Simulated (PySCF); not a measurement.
System: PF (charge −1, doublet).

```yaml
atoms:
  - { symbol: P, position_ang: [0.0000, 0.0000, -0.6482] }
  - { symbol: F, position_ang: [0.0000, 0.0000, 1.0568] }
```

Method: PBE0/def2-TZVPPD, non-relativistic Hamiltonian with scalar-relativistic core potentials where named, at a bond length of 1.705 Å in PySCF 2.14.0.

What can the converged electron density, electron localisation function and spin density tell about the bonding?

P–F (1.70 Å): the density is about 1 e/Å³ at the midpoint; the ELF peaks at about 0.85 in the valence shell of F, 0.6 Å from its nucleus, and is about 0.65 at the midpoint.
The unpaired spin (1 electron) lies mostly on P1 (about 0.9), in electrons by Hirshfeld's partition.

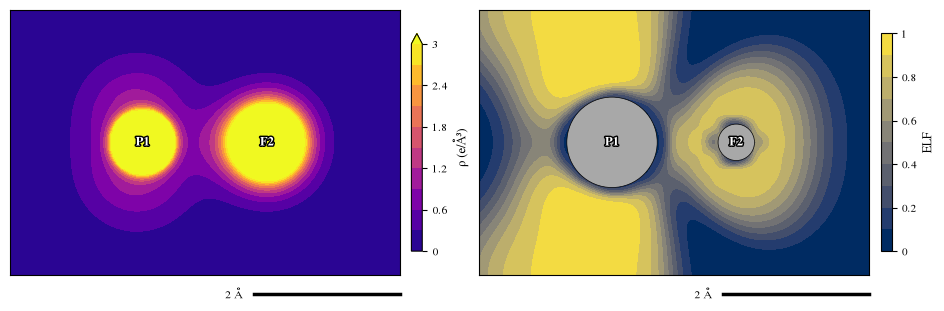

Computed electron density and electron localisation function on a plane that holds the molecular axis, in this order. Grey discs cover the atomic cores in the ELF map. 
